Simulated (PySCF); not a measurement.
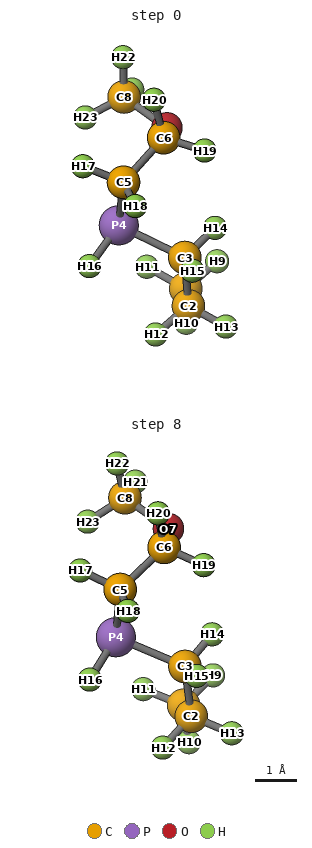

The structure of C6H15OP before (top) and after (bottom) a relaxation, at one scale.

A ball-and-stick model, seen from a free direction.

The start comes from GFN2-xTB. Its atoms were then displaced at random by about 0.01 Å.

Theory: PBE0-D3(BJ)/def2-SVP geometry optimisation, gas phase in PySCF 2.14.0, density-fitted response routines. 

> What changed between the two?

The energy falls by 5.84 kcal/mol in 8 geometry steps. An H atom moves most after the best rigid fit: 0.46 Å. Largest moves by element: H 0.46 Å, C 0.24 Å, O 0.22 Å, P 0.10 Å. Among the contacts that change: C–H 1.063 → 1.102 Å, C–P 1.829 → 1.864 Å, C–P 1.903 → 1.871 Å, H–P 1.407 → 1.432 Å. Among the angles between lasting bonds that change: P–C–C 106.5° → 111.7°, C–C–H 107.8° → 111.5°, C–C–H 112.4° → 108.9°.
